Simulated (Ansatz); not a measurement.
# CH6BNO (SMILES CB(N)O): a rigid scan of the bond length C1–H7

Aim: the energy along the bond length C1–H7, from CCSD(T) and from cheaper methods, relative to the minimum. No other atom is relaxed.

The runs use Ansatz 0.2.0, Gaussian basis; single points in def2-TZVPP.

Levels: PBE-D4, r2SCAN-D4, PBE0-D4, B3LYP-D4, wB97M-V, Hartree-Fock, MP2, CCSD, CCSD(T). The scan takes 0.986, 1.008, 1.040, 1.078, 1.119, 1.164, 1.212, 1.262, 1.314 Å.

Cores are frozen in the correlated methods. B3LYP uses VWN-RPA correlation.

19 further runs of the same task are left out: 19 set aside as unsound or not needed.

## 1. Where the work starts

The minimum, relaxed at PBE0-D4: SMILES `CB(N)O`, 10 atoms, charge 0, spin multiplicity 1.

Atoms are counted from 1 here; the program's logs count them from 0.

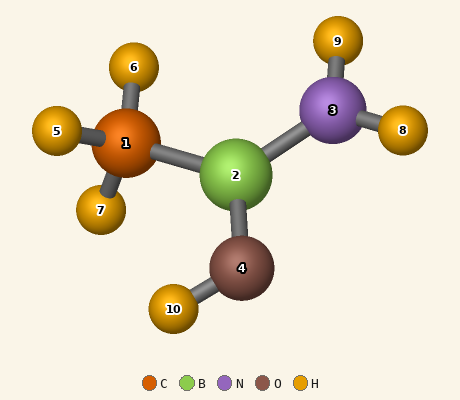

Start geometry, drawn with carbon orange, boron green, nitrogen purple, oxygen brown, hydrogen amber; atoms are numbered from 1 in the order of the file.

Geometry (Å):

```xyz
10

C    -0.96884    0.70054   -0.13749
B     0.36489   -0.14303   -0.09763
N     0.61271   -1.09906    0.89957
O     1.35259    0.02152   -1.04587
H    -1.50647    0.53735   -1.07763
H    -1.65667    0.46369    0.67690
H    -0.75465    1.77324   -0.08326
H     1.46099   -1.63773    0.92680
H    -0.03435   -1.30133    1.63787
H     1.12981    0.68481   -1.69930
```

Energies of the minimum (eV), from earlier single points: PBE-D4 -5346.87031, r2SCAN-D4 -5350.55958, PBE0-D4 -5347.38180, B3LYP-D4 -5354.11018, wB97M-V -5351.28990, CCSD(T) -5342.90347.

At the minimum the bond length C1–H7 is 1.095 Å.

## 2. C1–H7 = 0.986 Å

The input, ccsdt-tzvpp/in.yaml:

```yaml
crystal:
  periodic: [false, false, false]
  atoms:
    - {symbol: C, position_ang: [-0.968838, 0.700537, -0.137491]}
    - {symbol: B, position_ang: [0.364890, -0.143030, -0.097626]}
    - {symbol: N, position_ang: [0.612711, -1.099060, 0.899574]}
    - {symbol: O, position_ang: [1.352589, 0.021524, -1.045865]}
    - {symbol: H, position_ang: [-1.506469, 0.537347, -1.077628]}
    - {symbol: H, position_ang: [-1.656673, 0.463691, 0.676899]}
    - {symbol: H, position_ang: [-0.776014, 1.666265, -0.088669]}
    - {symbol: H, position_ang: [1.460989, -1.637725, 0.926803]}
    - {symbol: H, position_ang: [-0.034352, -1.301332, 1.637871]}
    - {symbol: H, position_ang: [1.129807, 0.684815, -1.699296]}
basis:
  gaussian: {orbitals: def2-TZVPP}
correlation: {method: ccsd_t}
```

The command line of these runs was not kept.

After this run come: C1–H7 = 1.008 Å; C1–H7 = 1.040 Å; C1–H7 = 1.078 Å; C1–H7 = 1.119 Å; C1–H7 = 1.164 Å; C1–H7 = 1.212 Å; C1–H7 = 1.262 Å; C1–H7 = 1.314 Å.

Q: Predict the outcome of this session. Wanted: highest point, CCSD(T); lowest point, CCSD(T); minimum along the scan, CCSD(T); RMS deviation from CCSD(T); largest T1 diagnostic.

The runs gave:

| quantity | value |
| --- | --- |
| highest point, CCSD(T) | 0.524 eV at 1.314 Å |
| lowest point, CCSD(T) | 0.000 eV at 1.095 Å |
| minimum along the scan, CCSD(T) | 1.095 Å |
| curvature there | 32.7 eV/Å² |
| RMS deviation from CCSD(T) | PBE-D4 0.026, r2SCAN-D4 0.001, PBE0-D4 0.004, B3LYP-D4 0.003, wB97M-V 0.008, Hartree-Fock 0.035, MP2 0.018, CCSD 0.007 eV |
| largest T1 diagnostic | 0.011 |

In words: A polynomial through the near points puts the CCSD(T) minimum at the PBE0-D4 value. The well is lopsided: squeezing costs more than stretching by the same length. Curvature against CCSD(T): PBE-D4 -4 %, Hartree-Fock +7 %. Best along the scan: r2SCAN-D4. Worst: Hartree-Fock.
